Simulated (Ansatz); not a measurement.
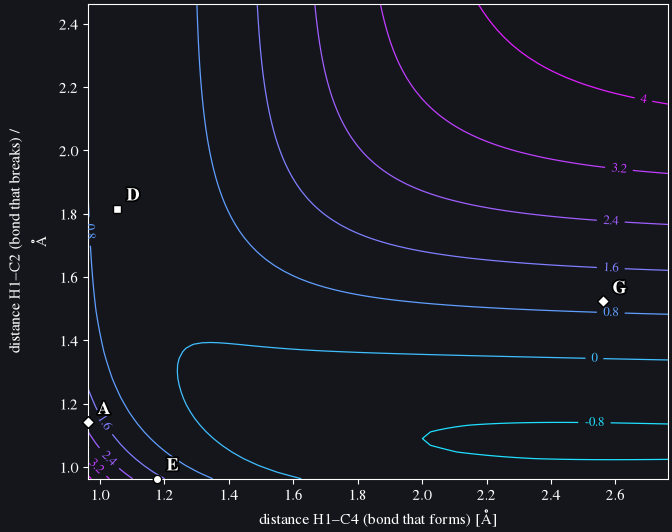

The reacting system C3H5 (fragments C₂H₂ + CH₃ where the first distance is long, CH₄ + C₂H where the second is long), spin multiplicity 2. 
- Coordinates scanned: (1) distance H1–C4 (bond that forms); (2) distance H1–C2 (bond that breaks).
- Relaxed at each point: all other coordinates.
- The scan uses a 12 × 12 grid.
- Points are written as (first, second).
- All energies are given in eV relative to a guessed transition structure relaxed with its forming and breaking bonds held.
- In part of the range the unrestricted reference is strongly spin-contaminated.
- These are results of Ansatz 0.2.0, UKS PBE0-D4/def2-SVP, not measurements.

The picture shows contour lines labelled in eV, lettered points. Between grid points the surface is interpolated.

Q: Is A the lowest point of the computed grid?

A: No. A lies 3.02 eV above the lowest grid point, which is at (2.561 Å, 1.038 Å).

Q: Rank the lettered points by energy, lowest first.

A: D (0.37 eV), G (1.00 eV), E (1.77 eV), A (2.19 eV).
